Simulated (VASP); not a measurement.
# La5Ge3: structure and properties in VASP, part 2 of 6

Aim: relax La5Ge3, then compute properties on the relaxed cell. Left out of this account: 1 further run (relaxation: it shows nothing beyond the runs told). The start is a computed cell from the Materials Project.

VASP 6.6.1; PBEsol; plane waves and PAW (La, Ge_d).

Still holding for the runs below: The k-mesh is coarse for a metal.

So far. Step 2 (Relaxing cell and atoms (PBEsol)): It ends with a largest force of 0.008 eV/Å and a pressure of 0.03 GPa.

### 3. Second relaxation

A relaxation keeps the plane waves of the cell it began with, so it is repeated from the new cell, on a basis made for it.

Input file INCAR:

```
SYSTEM = La5Ge3
PREC = Accurate
ENCUT = 410
EDIFF = 1E-06
NELM = 100
ISMEAR = 1
SIGMA = 0.2
LREAL = .FALSE.
ALGO = Normal
GGA = PS
NBANDS = 120
LASPH = .TRUE.
LORBIT = 11
LWAVE = .FALSE.
LCHARG = .FALSE.
KPAR = 4
NCORE = 2
IBRION = 2
NSW = 60
ISIF = 3
EDIFFG = -0.01
```

Input file POSCAR:

```
La5Ge3
1.0
    8.9337803919      0.0000000000      0.0000000000
   -4.4668901959      7.7368807713      0.0000000000
    0.0000000000      0.0000000000      6.7174537308
La Ge
10 6
Direct
    0.6666666700      0.3333333300      0.0000000000
    0.3333333300      0.6666666700      0.0000000000
    0.3333333300      0.6666666700      0.5000000000
    0.6666666700      0.3333333300      0.5000000000
    0.7467885728      0.7467885728      0.7500000000
    0.2532114272      0.0000000000      0.7500000000
    0.0000000000      0.2532114272      0.7500000000
    0.2532114272      0.2532114272      0.2500000000
    0.7467885728      0.0000000000      0.2500000000
    0.0000000000      0.7467885728      0.2500000000
    0.3891162677      0.3891162677      0.7500000000
    0.6108837323      0.0000000000      0.7500000000
    0.0000000000      0.6108837323      0.7500000000
    0.6108837323      0.6108837323      0.2500000000
    0.3891162677      0.0000000000      0.2500000000
    0.0000000000      0.3891162677      0.2500000000
```

Input file KPOINTS:

```
Automatic mesh
0
Gamma
3 3 4
0 0 0
```

PAW data sets: La and Ge_d (PBE family, release 64).

Launch:

```bash
mpirun -np 8 vasp_std
```

Log:

```text
[banner, memory and clock lines left out]
running    8 mpi-ranks, on    1 nodes
 distrk:  each k-point on    2 cores,    4 groups
 distr:  one band on    2 cores,    1 groups

 POSCAR found type information on POSCAR LaGe
 POSCAR found :  2 types and      16 ions
 [... a notice as in an earlier step ...]

 LDA part: xc-table for (Slater+PW92), standard interpolation
 POSCAR, INCAR and KPOINTS ok, starting setup
 FFT: planning ... GRIDC
 FFT: planning ... GRID_SOFT
 FFT: planning ... GRID
 WAVECAR not read
 entering main loop
       N       E                     dE             d eps       ncg     rms          rms(c)
DAV:   1     0.277188073870E+04    0.27719E+04   -0.59734E+04  2240   0.256E+03
DAV:   2     0.105863855856E+04   -0.17132E+04   -0.15942E+04  2544   0.676E+02
DAV:   3     0.115109335328E+03   -0.94353E+03   -0.92678E+03  3328   0.347E+02
DAV:   4    -0.728156626783E+02   -0.18792E+03   -0.18222E+03  3600   0.179E+02
DAV:   5    -0.922481701701E+02   -0.19433E+02   -0.18845E+02  4032   0.670E+01    0.122E+01
DAV:   6    -0.933841183641E+02   -0.11359E+01   -0.53331E+01  4312   0.264E+01    0.622E+00
DAV:   7    -0.938406003797E+02   -0.45648E+00   -0.15184E+01  4304   0.164E+01    0.354E+00
DAV:   8    -0.941073601079E+02   -0.26676E+00   -0.40789E+00  4064   0.847E+00    0.123E+00
DAV:   9    -0.941653111010E+02   -0.57951E-01   -0.10678E+00  4320   0.446E+00    0.809E-01
DAV:  10    -0.941940053365E+02   -0.28694E-01   -0.32286E-01  4320   0.221E+00    0.527E-01
DAV:  11    -0.942080628701E+02   -0.14058E-01   -0.12431E-01  4320   0.128E+00    0.289E-01
DAV:  12    -0.942146531646E+02   -0.65903E-02   -0.53934E-02  4320   0.776E-01    0.171E-01
DAV:  13    -0.942189364198E+02   -0.42833E-02   -0.35336E-02  4216   0.561E-01    0.764E-02
DAV:  14    -0.942201138163E+02   -0.11774E-02   -0.11988E-02  4312   0.394E-01    0.498E-02
DAV:  15    -0.942208488606E+02   -0.73504E-03   -0.73866E-03  4128   0.245E-01    0.210E-02
DAV:  16    -0.942211152107E+02   -0.26635E-03   -0.31092E-03  4216   0.182E-01    0.129E-02
DAV:  17    -0.942211867874E+02   -0.71577E-04   -0.81517E-04  3336   0.103E-01    0.240E-02
DAV:  18    -0.942212360169E+02   -0.49230E-04   -0.38158E-04  3368   0.548E-02    0.139E-02
DAV:  19    -0.942212540261E+02   -0.18009E-04   -0.14438E-04  3000   0.408E-02    0.118E-02
DAV:  20    -0.942212622462E+02   -0.82201E-05   -0.58449E-05  2496   0.242E-02    0.992E-03
DAV:  21    -0.942212709849E+02   -0.87387E-05   -0.57491E-05  3224   0.260E-02    0.121E-03
DAV:  22    -0.942212738102E+02   -0.28253E-05   -0.24403E-05  2728   0.170E-02    0.261E-03
DAV:  23    -0.942212745437E+02   -0.73346E-06   -0.64891E-06  1944   0.117E-02
   1 F= -.94221275E+02 E0= -.94205323E+02  d E =-.942213E+02
 curvature:   0.00 expect dE= 0.000E+00 dE for cont linesearch  0.000E+00
 trial: gam= 0.00000 g(F)=  0.208E-04 g(S)=  0.325E-04 ort = 0.000E+00 (trialstep = 0.100E+01)
 search vector abs. value=  0.533E-04
 reached required accuracy - stopping structural energy minimisation
```

The job ended after 4.7 min (8 MPI ranks of AMD EPYC 7R43, shared host; peak memory 2.8 GiB; 37 min of CPU time).

From OUTCAR (step 3):

```text
  LATTYP: Found a hexagonal cell.
 ALAT       =     8.9337803919
 C/A-ratio  =     0.7519161470

 Found      9 irreducible k-points:

   ENCUT  =  410.0 eV  30.13 Ry    5.49 a.u.  14.75 14.75 11.09*2*pi/ulx,y,z

   NELECT =     194.0000    total number of electrons

 E-fermi :   7.6046

 k-point     1 :       0.0000    0.0000    0.0000
  band No.  band energies     occupation
    ...
     97       7.4690      1.90366
     98       7.4690      1.90366
     99       7.6178      0.88787
    100       7.6178      0.88786
    101       7.6611      0.54219
    102       7.8759     -0.06645
    103       7.9467     -0.03615
    104       8.5082     -0.00000
    105       8.7829     -0.00000
    106       8.7829     -0.00000
    ...

 k-point     2 :       0.3333   -0.0000    0.0000
  band No.  band energies     occupation
    ...
     94       7.1382      2.00475
     95       7.1451      2.00546
     96       7.4103      2.04380
     97       7.5285      1.59493
     98       7.6065      0.98360
     99       7.6669      0.49964
    100       7.6887      0.35271
    101       7.7306      0.13369
    102       7.9202     -0.04817
    103       8.2880     -0.00002
    ...

  Total        0.0715762      0.0715762      0.0231082      0.0000000      0.0000000     -0.0000000
  in kB        0.2469865      0.2469865      0.0797391      0.0000000      0.0000000     -0.0000000
  external PRESSURE =       0.1912374 kB  Pullay stress =       0.0000000 kB

  energy-cutoff  :      410.00
  volume of cell :      464.31
      direct lattice vectors                 reciprocal lattice vectors
     8.933780392  0.000000000  0.000000000     0.111934697  0.064625527  0.000000000
    -4.466890196  7.736880771  0.000000000     0.000000000  0.129251055  0.000000000
     0.000000000  0.000000000  6.717453731     0.000000000  0.000000000  0.148865930

 POSITION                                       TOTAL-FORCE (eV/Angst)
 -----------------------------------------------------------------------------------
      4.46689      2.57896      0.00000         0.000000     -0.000000      0.000000
     -0.00000      5.15792      0.00000         0.000000     -0.000000      0.000000
     -0.00000      5.15792      3.35873         0.000000     -0.000000      0.000000
      4.46689      2.57896      3.35873         0.000000     -0.000000      0.000000
      3.33582      5.77781      5.03809        -0.003389     -0.005870      0.000000
      2.26214      0.00000      5.03809         0.006778     -0.000000     -0.000000
     -1.13107      1.95907      5.03809        -0.003389      0.005870      0.000000
      1.13107      1.95907      1.67936         0.003389      0.005870     -0.000000
      6.67165      0.00000      1.67936        -0.006778     -0.000000      0.000000
     -3.33582      5.77781      1.67936         0.003389     -0.005870      0.000000
      1.73814      3.01055      5.03809         0.002551      0.004419      0.000000
      5.45750      0.00000      5.03809        -0.005102     -0.000000     -0.000000
     -2.72875      4.72633      5.03809         0.002551     -0.004419     -0.000000
      2.72875      4.72633      1.67936        -0.002551     -0.004419     -0.000000
      3.47628      0.00000      1.67936         0.005102     -0.000000      0.000000
     -1.73814      3.01055      1.67936        -0.002551      0.004419      0.000000
 -----------------------------------------------------------------------------------
    total drift:                                0.000000     -0.000000      0.000000

  FREE ENERGIE OF THE ION-ELECTRON SYSTEM (eV)
  ---------------------------------------------------
  free  energy   TOTEN  =       -94.2212745437 eV

  energy  without entropy=      -94.1734199410  energy(sigma->0) =      -94.20532301

 total charge
# of ion       s       p       d       f       tot
--------------------------------------------------
    1        2.062   5.596   0.819   0.137   8.613
    2        2.062   5.596   0.819   0.137   8.613
    3        2.062   5.596   0.819   0.137   8.613
    4        2.062   5.596   0.819   0.137   8.613
    5        2.058   5.604   0.770   0.100   8.533
    6        2.058   5.604   0.770   0.100   8.533
    7        2.058   5.604   0.770   0.100   8.533
    8        2.058   5.604   0.770   0.100   8.533
    9        2.058   5.604   0.770   0.100   8.533
   10        2.058   5.604   0.770   0.100   8.533
   11        1.146   1.245   9.974   0.000  12.366
   12        1.146   1.245   9.974   0.000  12.366
   13        1.146   1.245   9.974   0.000  12.366
   14        1.146   1.245   9.974   0.000  12.366
   15        1.146   1.245   9.974   0.000  12.366
   16        1.146   1.245   9.974   0.000  12.366
--------------------------------------------------
tot         27.474  63.480  67.739   1.149 159.842

[... 5 parts as in an earlier step ...]

[... 7 further parts left out ...]
```

CONTCAR:

```
La5Ge3
   1.00000000000000
     8.9337803918999992    0.0000000000000000    0.0000000000000000
    -4.4668901958999996    7.7368807713000001    0.0000000000000000
     0.0000000000000000    0.0000000000000000    6.7174537308000000
  La              Ge
    10     6
Direct
     0.6666666699999979    0.3333333300000021    0.0000000000000000
     0.3333333300000021    0.6666666699999979    0.0000000000000000
     0.3333333300000021    0.6666666699999979    0.5000000000000000
     0.6666666699999979    0.3333333300000021    0.5000000000000000
     0.7467885727999999    0.7467885727999999    0.7500000000000000
     0.2532114272000001    0.0000000000000000    0.7500000000000000
     0.0000000000000000    0.2532114272000001    0.7500000000000000
     0.2532114272000001    0.2532114272000001    0.2500000000000000
     0.7467885727999999    0.0000000000000000    0.2500000000000000
     0.0000000000000000    0.7467885727999999    0.2500000000000000
     0.3891162676999969    0.3891162676999969    0.7500000000000000
     0.6108837323000031    0.0000000000000000    0.7500000000000000
     0.0000000000000000    0.6108837323000031    0.7500000000000000
     0.6108837323000031    0.6108837323000031    0.2500000000000000
     0.3891162676999969    0.0000000000000000    0.2500000000000000
     0.0000000000000000    0.3891162676999969    0.2500000000000000
```

Little changed from the start: no atom moved by 0.005 Å and no cell edge by 0.1 %.

This step gave:

```yaml
free_energy_toten: -94.2213 eV
energy_at_zero_smearing: -94.2053 eV
pressure: 0.01912 GPa
scf_cycles_over_all_ionic_steps: 23
```

It ends with a largest force of 0.007 eV/Å and a pressure of 0.02 GPa. The volume moved by under 0.01 %: the run met its threshold at the first step.

### 4. Single point with fields (PBEsol)

A single point on the relaxed cell gives a clean self-consistent state, with density, ELF and potential written out.

INCAR: that of step 3 with these lines changed.

```diff
@@ -14,8 +14,6 @@
 LWAVE = .FALSE.
-LCHARG = .FALSE.
-KPAR = 4
+LCHARG = .TRUE.
 NCORE = 2
-IBRION = 2
-NSW = 60
-ISIF = 3
-EDIFFG = -0.01
+ISIF = 2
+LELF = .TRUE.
+LVHAR = .TRUE.
```

POSCAR is that of step 3.

KPOINTS is that of step 3.

Launch:

```bash
mpirun -np 8 vasp_std
```

Log:

```text
[banner, memory and clock lines left out]
running    8 mpi-ranks, on    1 nodes
 distrk:  each k-point on    8 cores,    1 groups
 distr:  one band on    2 cores,    4 groups

 POSCAR found type information on POSCAR LaGe
 POSCAR found :  2 types and      16 ions
 [... a notice as in an earlier step ...]

 LDA part: xc-table for (Slater+PW92), standard interpolation
 POSCAR, INCAR and KPOINTS ok, starting setup
 FFT: planning ... GRIDC
 FFT: planning ... GRID_SOFT
 FFT: planning ... GRID
 WAVECAR not read
 entering main loop
       N       E                     dE             d eps       ncg     rms          rms(c)
[... 2 cycles as in an earlier step ...]
DAV:   3     0.115109335325E+03   -0.94353E+03   -0.92678E+03  3328   0.347E+02
DAV:   4    -0.728156626790E+02   -0.18792E+03   -0.18222E+03  3600   0.179E+02
DAV:   5    -0.922481701726E+02   -0.19433E+02   -0.18845E+02  4032   0.670E+01    0.122E+01
DAV:   6    -0.933841183664E+02   -0.11359E+01   -0.53331E+01  4312   0.264E+01    0.622E+00
DAV:   7    -0.938406003814E+02   -0.45648E+00   -0.15184E+01  4304   0.164E+01    0.354E+00
DAV:   8    -0.941073601103E+02   -0.26676E+00   -0.40789E+00  4064   0.847E+00    0.123E+00
DAV:   9    -0.941653111025E+02   -0.57951E-01   -0.10678E+00  4320   0.446E+00    0.809E-01
DAV:  10    -0.941940053385E+02   -0.28694E-01   -0.32286E-01  4320   0.221E+00    0.527E-01
DAV:  11    -0.942080628731E+02   -0.14058E-01   -0.12431E-01  4320   0.128E+00    0.289E-01
DAV:  12    -0.942146531668E+02   -0.65903E-02   -0.53934E-02  4320   0.776E-01    0.171E-01
DAV:  13    -0.942189364217E+02   -0.42833E-02   -0.35336E-02  4216   0.561E-01    0.764E-02
DAV:  14    -0.942201138194E+02   -0.11774E-02   -0.11988E-02  4312   0.394E-01    0.498E-02
DAV:  15    -0.942208488623E+02   -0.73504E-03   -0.73866E-03  4128   0.245E-01    0.210E-02
DAV:  16    -0.942211152126E+02   -0.26635E-03   -0.31092E-03  4216   0.182E-01    0.129E-02
DAV:  17    -0.942211867890E+02   -0.71576E-04   -0.81517E-04  3336   0.103E-01    0.240E-02
DAV:  18    -0.942212360192E+02   -0.49230E-04   -0.38158E-04  3368   0.548E-02    0.139E-02
DAV:  19    -0.942212540287E+02   -0.18009E-04   -0.14438E-04  3000   0.408E-02    0.118E-02
DAV:  20    -0.942212622476E+02   -0.82189E-05   -0.58449E-05  2496   0.242E-02    0.992E-03
DAV:  21    -0.942212709873E+02   -0.87397E-05   -0.57491E-05  3224   0.260E-02    0.121E-03
DAV:  22    -0.942212738124E+02   -0.28252E-05   -0.24403E-05  2728   0.170E-02    0.261E-03
DAV:  23    -0.942212745468E+02   -0.73433E-06   -0.64891E-06  1944   0.117E-02
   1 F= -.94221275E+02 E0= -.94205323E+02  d E =-.478546E-01
```

Wall time 4.3 min (8 MPI ranks); peak memory 1.4 GiB.

From OUTCAR (step 4):

```text
 Found      9 irreducible k-points:

   NELECT =     194.0000    total number of electrons

 E-fermi :   7.6046

  Total        0.0715761      0.0715761      0.0231083      0.0000000      0.0000000      0.0000000
  in kB        0.2469864      0.2469864      0.0797394      0.0000000      0.0000000      0.0000000
  external PRESSURE =       0.1912374 kB  Pullay stress =       0.0000000 kB

 POSITION                                       TOTAL-FORCE (eV/Angst)
 -----------------------------------------------------------------------------------
      4.46689      2.57896      0.00000        -0.000000     -0.000000     -0.000000
     -0.00000      5.15792      0.00000         0.000000     -0.000000     -0.000000
     -0.00000      5.15792      3.35873         0.000000     -0.000000     -0.000000
      4.46689      2.57896      3.35873        -0.000000     -0.000000     -0.000000
      3.33582      5.77781      5.03809        -0.003389     -0.005870     -0.000000
      2.26214      0.00000      5.03809         0.006778     -0.000000     -0.000000
     -1.13107      1.95907      5.03809        -0.003389      0.005870     -0.000000
      1.13107      1.95907      1.67936         0.003389      0.005870      0.000000
      6.67165      0.00000      1.67936        -0.006778     -0.000000      0.000000
     -3.33582      5.77781      1.67936         0.003389     -0.005870      0.000000
      1.73814      3.01055      5.03809         0.002551      0.004419      0.000000
      5.45750      0.00000      5.03809        -0.005102     -0.000000      0.000000
     -2.72875      4.72633      5.03809         0.002551     -0.004419      0.000000
      2.72875      4.72633      1.67936        -0.002551     -0.004419     -0.000000
      3.47628      0.00000      1.67936         0.005102     -0.000000     -0.000000
     -1.73814      3.01055      1.67936        -0.002551      0.004419     -0.000000
 -----------------------------------------------------------------------------------
    total drift:                                0.000000     -0.000000      0.000000

  FREE ENERGIE OF THE ION-ELECTRON SYSTEM (eV)
  ---------------------------------------------------
  free  energy   TOTEN  =       -94.2212745468 eV

  energy  without entropy=      -94.1734199441  energy(sigma->0) =      -94.20532301

[... 17 parts as in an earlier step ...]
```

This step gave:

- SCF cycles: 23

Valence electrons inside each PAW sphere by angular momentum. Sphere charges, by row:

| atom | s (e) | p (e) | d (e) | f (e) | tot (e) |
| --- | --- | --- | --- | --- | --- |
| La1 | 2.062 | 5.596 | 0.819 | 0.137 | 8.613 |
| La2 | 2.062 | 5.596 | 0.819 | 0.137 | 8.613 |
| La3 | 2.062 | 5.596 | 0.819 | 0.137 | 8.613 |
| La4 | 2.062 | 5.596 | 0.819 | 0.137 | 8.613 |
| La5 | 2.058 | 5.604 | 0.77 | 0.1 | 8.533 |
| La6 | 2.058 | 5.604 | 0.77 | 0.1 | 8.533 |
| La7 | 2.058 | 5.604 | 0.77 | 0.1 | 8.533 |
| La8 | 2.058 | 5.604 | 0.77 | 0.1 | 8.533 |
| La9 | 2.058 | 5.604 | 0.77 | 0.1 | 8.533 |
| La10 | 2.058 | 5.604 | 0.77 | 0.1 | 8.533 |
| Ge11 | 1.146 | 1.245 | 9.974 | 0 | 12.37 |
| Ge12 | 1.146 | 1.245 | 9.974 | 0 | 12.37 |
| Ge13 | 1.146 | 1.245 | 9.974 | 0 | 12.37 |
| Ge14 | 1.146 | 1.245 | 9.974 | 0 | 12.37 |
| Ge15 | 1.146 | 1.245 | 9.974 | 0 | 12.37 |
| Ge16 | 1.146 | 1.245 | 9.974 | 0 | 12.37 |

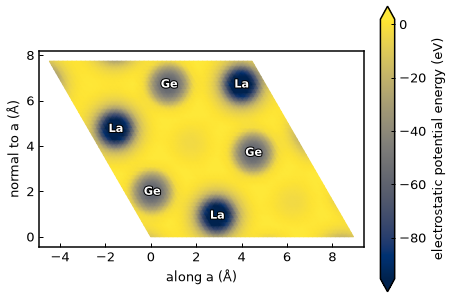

Electrostatic potential energy in the ab plane at fractional z = 0.250, with atoms of La and Ge within 0.2 Å of it. With pseudopotentials it is smooth inside the atoms' cores, unlike the true potential. The map starts off the cell's origin, so that atoms lie inside it.

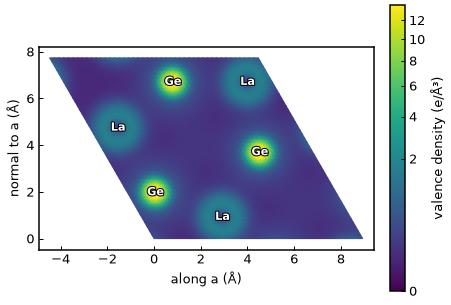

Valence density in the ab plane at fractional z = 0.250, with atoms of La and Ge within 0.2 Å of it. It is the smooth field of the valence electrons, not physical close to the nuclei. The map starts off the cell's origin, so that atoms lie inside it. The colour scale is stretched toward low values.

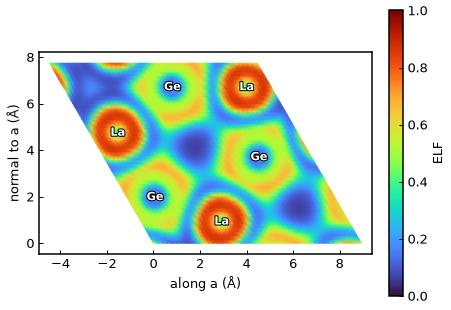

ELF in the ab plane at fractional z = 0.250, with atoms of La and Ge within 0.2 Å of it. It is the smooth field of the valence electrons, not physical close to the nuclei. The map starts off the cell's origin, so that atoms lie inside it.

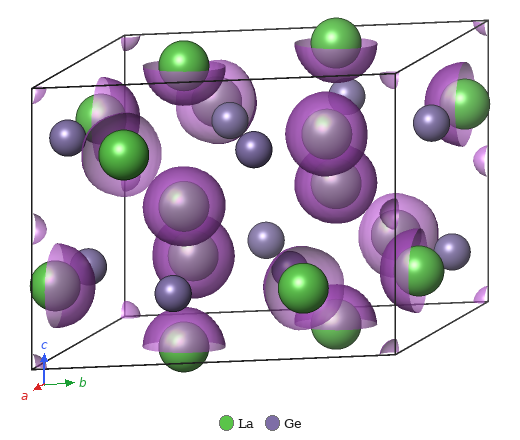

Surface of ELF = 0.79.

In this run the pressure is 0.02 GPa, small enough to go on.

[end of part 2 of 6]

[Lines on the potential files, build, host, timing and source positions are cut from VASP's logs without a mark.]

[Logs are printed without paths, hosts, clocks, repeated set-up lines and the standing remarks that a program may print on its own settings, such as how far it seeks lower states.]

[Hosts, paths, dates, database ids (printed as entryN), source tags and the programs' standing remarks are cut or masked in the printed files.]

[A measured line is paired with the nearest computed mode of its activity, which favours agreement.]

[In band tables of VASP the shares of atoms and orbitals are scaled to a sum of 1 inside the atoms' spheres.]
